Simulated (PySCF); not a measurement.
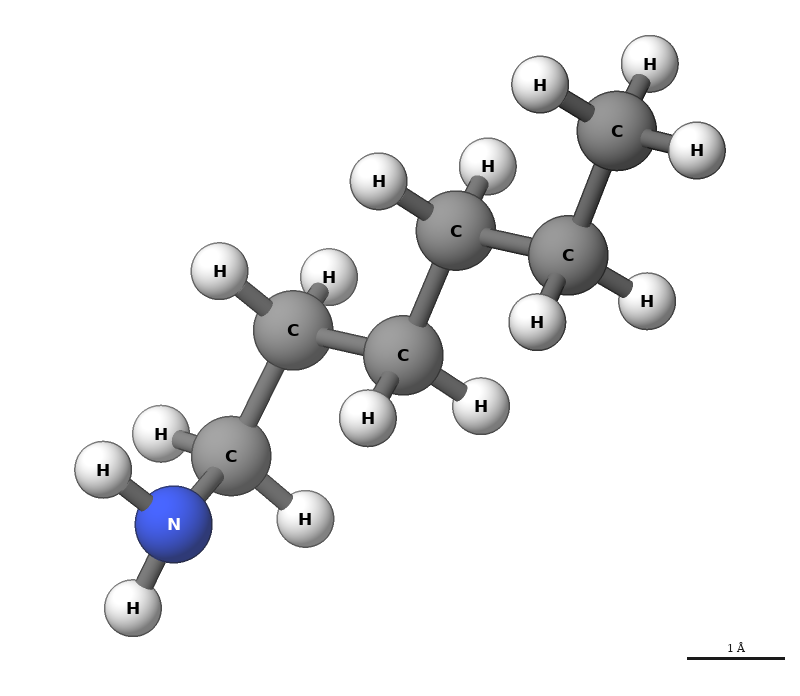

Ball-and-stick drawing of a structure.

The geometry was computed by an optimisation with GFN2-xTB. No frequency run is at hand to confirm it as a minimum.

Identify the structure.

Formula C₆H₁₅N. SMILES: `CCCCCCN`. It has no ring. Among its groups: primary amine. This geometry has C1 symmetry. Coordination: 6 C tetrahedral; 1 N trigonal pyramidal.

More results for the same structure follow; atom numbers are the same in all pictures, views and colours differ.

### Shape

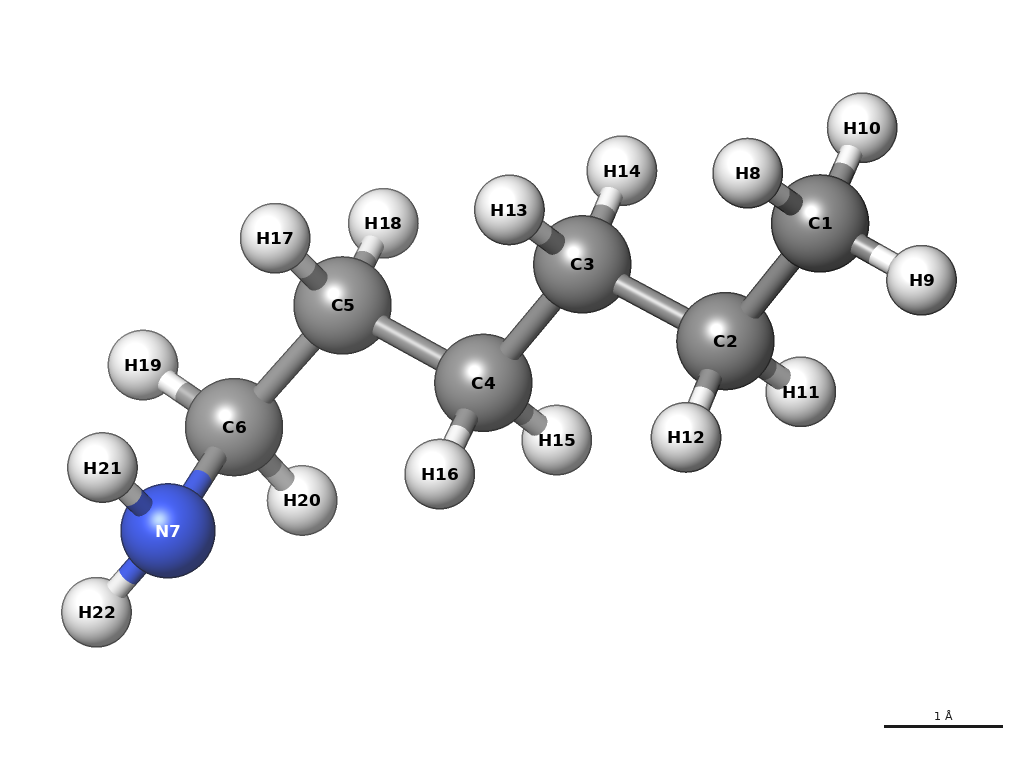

The atoms are numbered. No frequency run is at hand to confirm it as a minimum.

Give the bond lengths. Leave out bonds to hydrogen.

```tsv
bond	length (Å)	order
C1–C2	1.524	single
C2–C3	1.527	single
C3–C4	1.526	single
C4–C5	1.526	single
C5–C6	1.528	single
C6–N7	1.455	single
```

### Polarisability

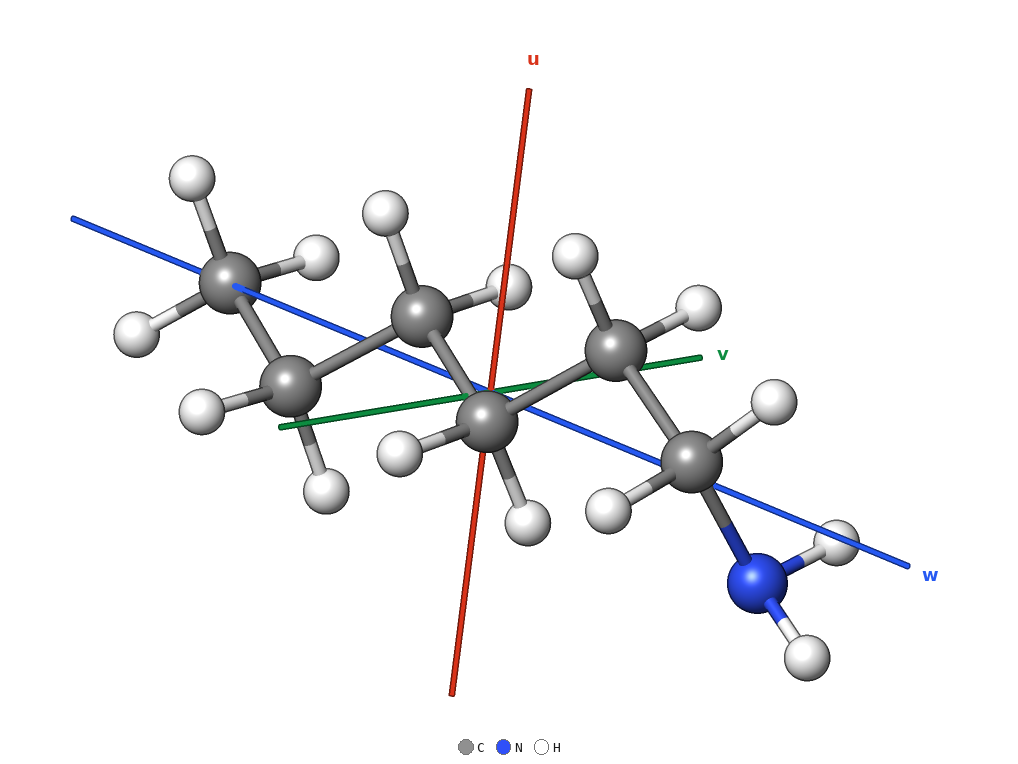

The lines u, v and w are the principal axes of the static dipole polarisability. No frequency run is at hand to confirm it as a minimum. Level of theory: PBE0/def2-SVPD (PySCF 2.14.0).

Question: Along which axis is the molecule most polarisable, and along which least?

Answer: Most along w, least along v.

Question: Give the three principal values.

Answer: u 78.0, v 74.6, w 100.9 bohr³; mean 84.5, anisotropy 24.8 bohr³.

### NMR shielding

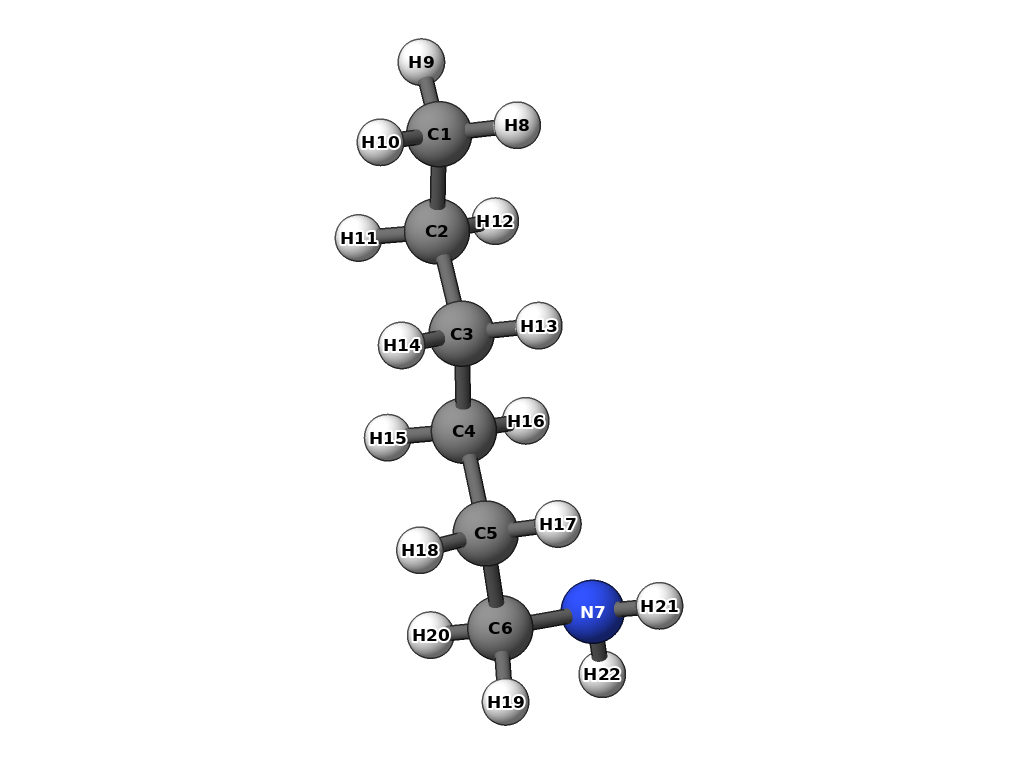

No frequency run is at hand to confirm it as a minimum. Properties computed with GIAO PBE0/pcSseg-1 NMR shielding, non-relativistic, gas phase (PySCF 2.14.0). Principal shieldings σ11 ≤ σ22 ≤ σ33, span Ω = σ33 − σ11, skew κ = 3(σiso − σ22)/Ω.

Give the shielding tensors of the N atoms.

```csv
atom,σ11,σ22,σ33,σiso,Ω,κ
N7,184.6,244.0,257.9,228.8,73.2,−0.62
```

Shieldings and span in ppm.

### Charges

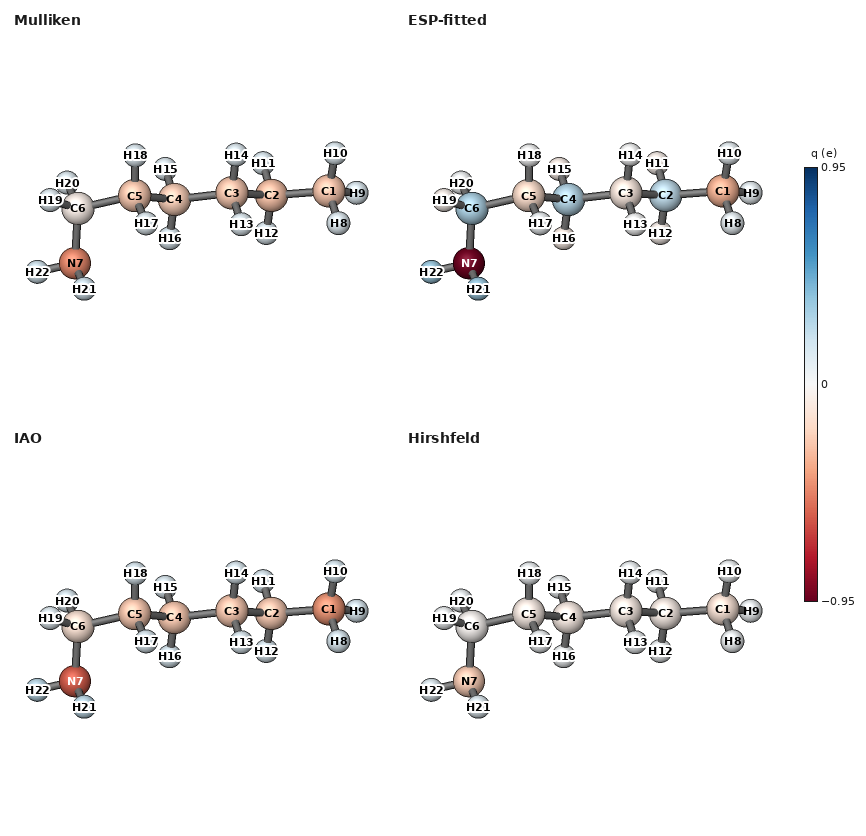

Atomic charges of one calculation by 4 schemes, on one colour scale. No frequency run is at hand to confirm it as a minimum. Method: PBE0/pcSseg-1 (PySCF 2.14.0).

Question: Which scheme gives the most polar picture (largest mean size of the charges)?

Answer: The IAO charges are the largest in size here, and the Hirshfeld charges the smallest.

Question: On which atom do the schemes disagree most?

Answer: On N7 (from −0.92 to −0.23 e).

List the charges (e), one line for each set of equivalent atoms.

```csv
atom,Mulliken,ESP-fitted,IAO,Hirshfeld
C1,−0.25,−0.32,−0.42,−0.12
C2,−0.27,0.24,−0.24,−0.07
C3,−0.25,−0.09,−0.25,−0.07
C4,−0.23,0.27,−0.25,−0.07
C5,−0.25,−0.17,−0.25,−0.07
C6,−0.06,0.29,−0.14,−0.03
N7,−0.45,−0.92,−0.58,−0.23
H8,0.10,0.07,0.13,0.04
H9,0.11,0.07,0.14,0.04
H10,0.10,0.07,0.13,0.04
H11,0.11,−0.05,0.13,0.03
H12,0.11,−0.05,0.13,0.04
H13,0.11,0.01,0.12,0.03
H14,0.11,0.00,0.12,0.03
H15,0.11,−0.06,0.12,0.03
H16,0.13,−0.07,0.14,0.03
H17,0.10,0.04,0.12,0.03
H18,0.11,0.01,0.13,0.04
H19,0.10,−0.05,0.10,0.02
H20,0.11,0.02,0.13,0.04
H21,0.16,0.35,0.24,0.11
H22,0.17,0.34,0.24,0.11
```

Mulliken values depend strongly on the basis set and can even reverse the polarity of a bond.
